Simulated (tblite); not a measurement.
**C6H12BNSi: geometry relaxation (part 1 of 2)**

System: C6H12BNSi, SMILES C#CB(N)C[SiH2]CC=C.
Method: GFN2-xTB geometry optimisation, gas phase (tblite 0.8.0).

It belongs to a series of runs on one base structure; here: constitutional isomer.

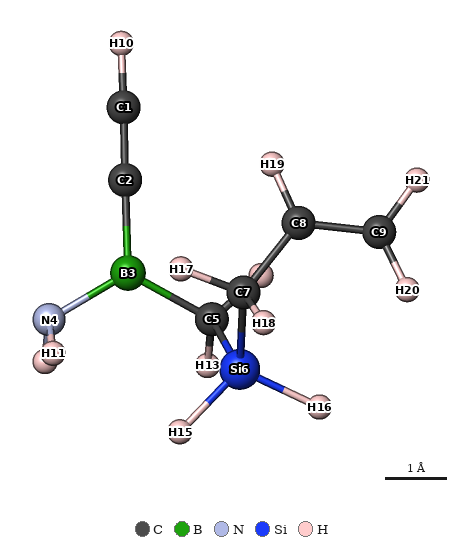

The input geometry (ball-and-stick view, seen at a tilt; atoms are numbered from 1 in the order of the input).

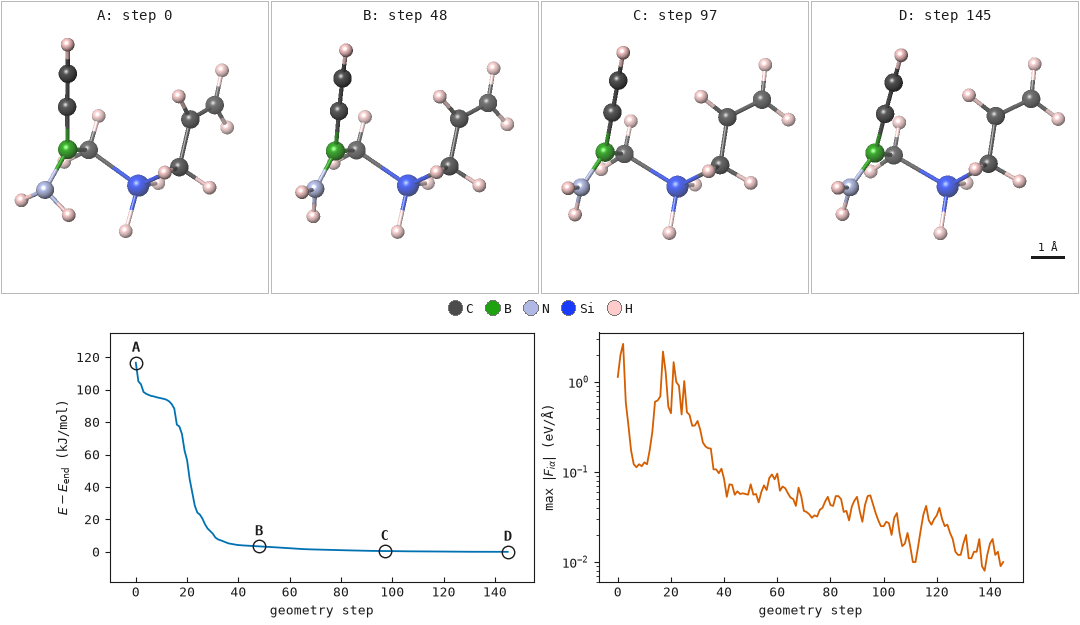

Frames of the relaxation (ball-and-stick view, seen at a tilt) above the curves, on which the letters mark them (steps are counted from 0).

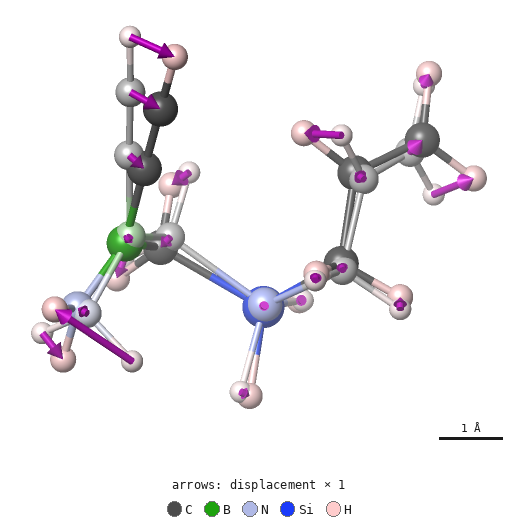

Start (faint) and end (solid) with the displacements as pink arrows, at true length (ball-and-stick view, seen at a tilt). The two geometries are laid on each other by the best rigid fit. The largest move after the best rigid fit is that of H11, 1.68 Å. By element the largest moves are H 1.68 Å, C 0.55 Å, N 0.21 Å, B 0.15 Å, Si 0.12 Å. Among the contacts that change: B3–N4 1.519 → 1.388 Å, N4–H11 1.054 → 1.006 Å, C5–Si6 1.865 → 1.904 Å, N4–H12 1.044 → 1.006 Å. Among the angles that change: B3–N4–H11 107.4° → 123.7°, B3–N4–H12 108.5° → 123.1°, H11–N4–H12 106.5° → 113.2°. The energy falls by 116.6 kJ/mol in 145 geometry steps. Largest force component: 1.1 eV/Å at the start, 0.01 eV/Å at the end. (Atoms are counted from 1 in the order of the input.)

These pictures come from the run below.

Input
```
{"job": {"kind": "relax", "xc": "GFN2-xTB", "basis": "xTB"}, "charge": 0, "multiplicity": 1}
C     -1.363400     3.141100     0.617700
C     -1.579200     1.977200     0.410600
B     -1.817300     0.476100     0.171500
N     -2.931700    -0.224600     0.929900
C     -0.973700    -0.294300    -0.928400
Si     0.121900    -1.586100    -0.147800
C      1.250800    -0.790900     1.129300
C      2.034800     0.348600     0.543100
C      3.036800     0.135400    -0.318800
H     -1.197900     4.171300     0.797100
H     -2.497000    -1.023900     1.461700
H     -3.586400    -0.650800     0.237400
H     -1.662600    -0.780400    -1.648400
H     -0.324900     0.425400    -1.487500
H     -0.702000    -2.607000     0.503500
H      0.944300    -2.216600    -1.176300
H      0.617400    -0.406600     1.962700
H      1.939800    -1.563600     1.548000
H      1.787800     1.362600     0.845600
H      3.312600    -0.864200    -0.620400
H      3.580800     0.988500    -0.716900
```

The first line tells a small driver script what to run in tblite; the rest is the geometry in Å.

Command:
```bash
OMP_NUM_THREADS=1 python <driver script> task.json out
```

Output
```
step      E/eV     max force
  0    -672.56641    1.423
  1    -672.68553    2.062
  2    -672.70350    2.732
  3    -672.75285    0.765
  4    -672.76441    0.412
  5    -672.77188    0.174
  6    -672.77836    0.150
  7    -672.78135    0.139
  8    -672.78660    0.165
  9    -672.79011    0.149
 10    -672.79372    0.158
 11    -672.79748    0.178
 12    -672.80319    0.222
 13    -672.81334    0.329
 14    -672.83108    0.839
 15    -672.85913    0.849
 16    -672.96173    1.083
 17    -672.97441    2.194
 18    -673.02250    1.317
 19    -673.12731    0.603
 20    -673.18997    0.662
 21    -673.31050    1.674
 22    -673.39339    1.018
 23    -673.47992    0.920
 24    -673.52425    0.473
 25    -673.53707    1.090
 26    -673.56348    0.477
 27    -673.59917    0.484
 28    -673.62590    0.386
 29    -673.64237    0.366
 30    -673.65815    0.399
 31    -673.68310    0.400
 32    -673.69452    0.280
 33    -673.70035    0.219
 34    -673.70682    0.219
 35    -673.71380    0.194
 36    -673.72012    0.146
 37    -673.72336    0.120
 38    -673.72651    0.131
 39    -673.72922    0.111
 40    -673.73144    0.089
 41    -673.73286    0.067
 42    -673.73395    0.075
 43    -673.73496    0.072
 44    -673.73600    0.066
 45    -673.73703    0.071
 46    -673.73797    0.063
 47    -673.73877    0.069
 48    -673.73961    0.064
 49    -673.74063    0.063
 50    -673.74181    0.075
 51    -673.74294    0.062
 52    -673.74390    0.064
 53    -673.74469    0.066
 54    -673.74544    0.066
 55    -673.74632    0.081
 56    -673.74735    0.073
 57    -673.74845    0.088
 58    -673.74956    0.096
 59    -673.75069    0.086
 60    -673.75192    0.097
 61    -673.75322    0.079
 62    -673.75439    0.080
 63    -673.75532    0.076
 64    -673.75617    0.061
 65    -673.75702    0.068
 66    -673.75786    0.074
 67    -673.75848    0.054
 68    -673.75892    0.072
 69    -673.75930    0.059
 70    -673.75992    0.048
 71    -673.76036    0.041
 72    -673.76087    0.043
 73    -673.76126    0.043
 74    -673.76160    0.038
 75    -673.76194    0.038
 76    -673.76233    0.043
 77    -673.76275    0.046
 78    -673.76324    0.051
 79    -673.76374    0.056
 80    -673.76419    0.047
 81    -673.76456    0.042
 82    -673.76493    0.055
 83    -673.76537    0.057
 84    -673.76590    0.054
 85    -673.76634    0.045
 86    -673.76665    0.052
 87    -673.76690    0.040
 88    -673.76731    0.044
 89    -673.76769    0.056
 90    -673.76813    0.062
 91    -673.76844    0.045
 92    -673.76866    0.032
 93    -673.76889    0.045
 94    -673.76922    0.055
 95    -673.76966    0.063
 96    -673.77008    0.057
 97    -673.77037    0.037
 98    -673.77057    0.034
 99    -673.77074    0.036
100    -673.77089    0.027
101    -673.77098    0.029
102    -673.77105    0.028
103    -673.77112    0.025
104    -673.77123    0.036
105    -673.77135    0.037
106    -673.77144    0.026
107    -673.77150    0.018
108    -673.77155    0.019
109    -673.77161    0.024
110    -673.77169    0.016
111    -673.77174    0.011
112    -673.77176    0.011
113    -673.77181    0.017
114    -673.77190    0.030
115    -673.77207    0.037
116    -673.77230    0.044
117    -673.77252    0.033
118    -673.77270    0.030
119    -673.77287    0.039
120    -673.77308    0.046
121    -673.77331    0.046
122    -673.77350    0.031
123    -673.77365    0.027
124    -673.77381    0.037
125    -673.77397    0.034
126    -673.77409    0.021
127    -673.77416    0.015
128    -673.77420    0.013
129    -673.77424    0.017
130    -673.77429    0.016
131    -673.77432    0.020
132    -673.77434    0.012
133    -673.77437    0.012
134    -673.77440    0.015
135    -673.77443    0.014
136    -673.77445    0.019
137    -673.77447    0.010
138    -673.77449    0.011
139    -673.77452    0.013
140    -673.77454    0.017
141    -673.77457    0.020
142    -673.77460    0.015
143    -673.77464    0.016
144    -673.77467    0.011
145    -673.77469    0.010
```

Trajectory as extended XYZ (Å, eV, eV/Å), 10 of the 146 frames kept, from step=0 to step=145
```
21
Properties=species:S:1:pos:R:3:forces:R:3 step=0 energy=-672.56641
C    -1.3634    3.1411    0.6177    0.0570   0.4890   0.0820
C    -1.5792    1.9772    0.4106   -0.0940  -1.0610   0.0610
B    -1.8173    0.4761    0.1715   -0.7980   0.1650   0.2620
N    -2.9317   -0.2246    0.9299    0.9110  -0.7670  -0.6450
C    -0.9737   -0.2943   -0.9284   -0.4530   1.1390  -0.6580
Si    0.1219   -1.5861   -0.1478    0.2220  -0.6470  -0.1480
C     1.2508   -0.7909    1.1293    0.2210   0.3880   1.0800
C     2.0348    0.3486    0.5431    0.7580  -0.5960  -0.4350
C     3.0368    0.1354   -0.3188   -0.6290   0.6620   0.5720
H    -1.1979    4.1713    0.7971   -0.0190  -0.2260  -0.0700
H    -2.4970   -1.0239    1.4617   -0.7580   0.9880  -0.6880
H    -3.5864   -0.6508    0.2374    0.6770   0.3110   0.8550
H    -1.6626   -0.7804   -1.6484    0.4800   0.2260   0.2920
H    -0.3249    0.4254   -1.4875   -0.5210  -0.5950   0.2230
H    -0.7020   -2.6070    0.5035   -0.0660  -0.1750   0.1060
H     0.9443   -2.2166   -1.1763    0.0570  -0.1290  -0.1470
H     0.6174   -0.4066    1.9627    0.5080  -0.2840  -0.3840
H     1.9398   -1.5636    1.5480   -0.4690   0.6070  -0.2550
H     1.7878    1.3626    0.8456   -0.1110  -0.2660  -0.0760
H     3.3126   -0.8642   -0.6204    0.0490   0.2230  -0.0170
H     3.5808    0.9885   -0.7169   -0.0220  -0.4520  -0.0090
21
Properties=species:S:1:pos:R:3:forces:R:3 step=16 energy=-672.96173
C    -1.3289    3.0253    0.7181    0.1150  -0.1200  -0.1190
C    -1.4103    1.8289    0.5953   -0.2060  -0.1540   0.0720
B    -1.8390    0.4406    0.1384   -0.2780  -0.1350  -0.1250
N    -2.9348   -0.2323    0.7653    0.2240  -0.3140   0.6940
C    -1.0497   -0.2199   -1.0403    0.4540  -0.4220  -0.0970
Si    0.1125   -1.4931   -0.1659   -0.0860  -0.5740  -0.1280
C     1.2978   -0.7905    1.1715   -0.3730  -0.0710  -0.1520
C     2.0508    0.3154    0.5404    0.0060   0.1280   0.0030
C     3.0570    0.1642   -0.2954    0.2190  -0.0070   0.1120
H    -1.2012    4.0670    0.7588    0.0490   0.0700   0.1650
H    -2.7458   -0.5657    1.7181   -0.6610   0.5840  -0.6280
H    -3.5745   -0.8443    0.2647    0.6460   0.0040   0.1800
H    -1.5905   -0.8042   -1.7851   -0.2670   0.0420   0.2170
H    -0.4237    0.4563   -1.6091    0.1450   0.2680  -0.0390
H    -0.6241   -2.6115    0.4751   -0.1540   0.2310   0.0870
H     0.8485   -2.2504   -1.2051    0.0990   0.3120   0.0290
H     0.7367   -0.3817    2.0055   -0.1580  -0.0930   0.1630
H     1.9373   -1.5848    1.5605    0.0220   0.0920  -0.1940
H     1.6638    1.3007    0.7396   -0.0280   0.2010   0.0500
H     3.4426   -0.8095   -0.5223    0.1310  -0.1730  -0.0870
H     3.5666    1.0063   -0.7145    0.1020   0.1310  -0.2030
21
Properties=species:S:1:pos:R:3:forces:R:3 step=32 energy=-673.69452
C    -1.2793    2.9897    0.7544    0.0680  -0.0720   0.0760
C    -1.5002    1.8166    0.5957   -0.0830   0.0460  -0.1660
B    -1.8359    0.3982    0.1554   -0.0530  -0.0220  -0.0580
N    -2.8484   -0.3150    0.7840   -0.0650   0.2130   0.1690
C    -1.0272   -0.2940   -1.0158    0.0080   0.0680  -0.0130
Si    0.1248   -1.5862   -0.2295   -0.1220   0.0490  -0.0970
C     1.2708   -0.7866    1.0720   -0.0220  -0.0310   0.0070
C     2.0192    0.3511    0.4700    0.0040  -0.0380   0.1350
C     3.1090    0.2013   -0.2624    0.0420  -0.0180   0.0670
H    -1.0536    4.0020    0.9365   -0.0200  -0.0250   0.0270
H    -3.3778    0.0489    1.5584   -0.0270   0.0150   0.0060
H    -3.1366   -1.2393    0.5193    0.0500  -0.0510  -0.0700
H    -1.7006   -0.7801   -1.7240    0.0660  -0.0700   0.0810
H    -0.4329    0.4112   -1.5946    0.0150   0.0460   0.0300
H    -0.7241   -2.5626    0.4768    0.0960  -0.1460  -0.0380
H     0.9732   -2.2044   -1.2566   -0.0420  -0.0830   0.0010
H     0.6876   -0.4456    1.9269    0.0230   0.0030  -0.0190
H     1.9556   -1.5597    1.4204    0.0620   0.0520   0.0330
H     1.5935    1.3282    0.6595    0.0280   0.0110  -0.1380
H     3.5283   -0.7773   -0.4274    0.0190  -0.0430  -0.0340
H     3.6458    1.0206   -0.7051   -0.0460   0.0960   0.0000
```
